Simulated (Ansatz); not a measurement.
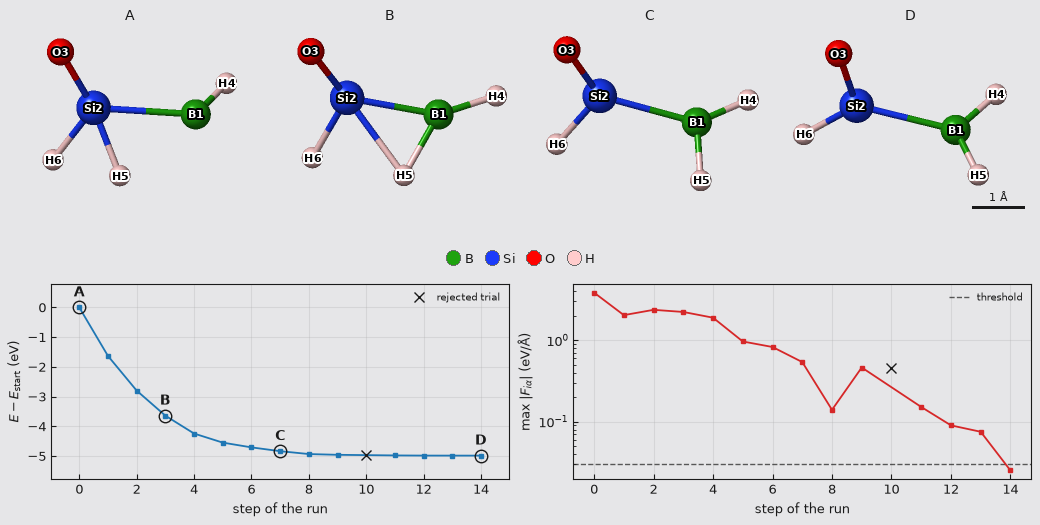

Frames of a relaxation of BSiH₃O, marked on the history of the run. Style: ball-and-stick. Shown at a tilt.

It is one of the separated reactants of a reaction.

All numbers below come from Ansatz, RKS PBE-D4/def2-SVP.

Input file:
```yaml
crystal:
  periodic: [false, false, false]
  atoms:
    - {symbol: B, position_ang: [0.253535, -0.526940, -0.857353]}
    - {symbol: Si, position_ang: [-0.235417, 0.480170, 0.801820]}
    - {symbol: O, position_ang: [-0.459565, 1.985814, 0.744256]}
    - {symbol: H, position_ang: [-0.592304, -0.966033, -1.576263]}
    - {symbol: H, position_ang: [0.652521, -0.609605, 1.002710]}
    - {symbol: H, position_ang: [-0.362546, -0.313951, 2.063753]}
basis:
  gaussian: {orbitals: def2-SVP}
hamiltonian: {xc: pbe, dispersion: d4}
relax: {f_tol: 0.03, max_steps: 250}
```

Launched with:
```bash
ansatz run in.yaml --threads 2 --pin off --events-out ev --progress --plain --max-ram 4352MiB
```

### What happens along the run?

The energy falls by 4.983 eV in 13 accepted moves (14 points after the start). The largest force component goes from 3.9 to 0.025 eV/Å. The line search rejected the trial step at point 10 of the run. The atom that moves furthest after the best rigid fit is H5 (1.63 Å). Largest moves by element: H 1.63 Å, B 0.51 Å, Si 0.39 Å, O 0.10 Å. Near-neighbour distances that change, for instance: Si2–H5 1.420 → 2.812 Å, B1–H5 1.904 → 1.215 Å, Si2–O3 1.523 → 1.565 Å, B1–H4 1.194 → 1.215 Å. New bonds form: B1–H5 (1.90 → 1.21 Å). Bonds break: Si2–H5 (1.42 → 2.81 Å). Bond angles that change, for instance: B1–Si2–O3 120.1° → 113.0°, B1–Si2–H6 116.9° → 123.8°. Cost: 15 s on 2 threads of Arm Neoverse V1 (shared host). From step 0 to 3: H5 moves most (0.48 Å), energy −3.639 eV. From step 3 to 7: H5 moves most (0.74 Å), energy −1.194 eV. From step 7 to 14: H5 moves most (0.44 Å), energy −0.149 eV.
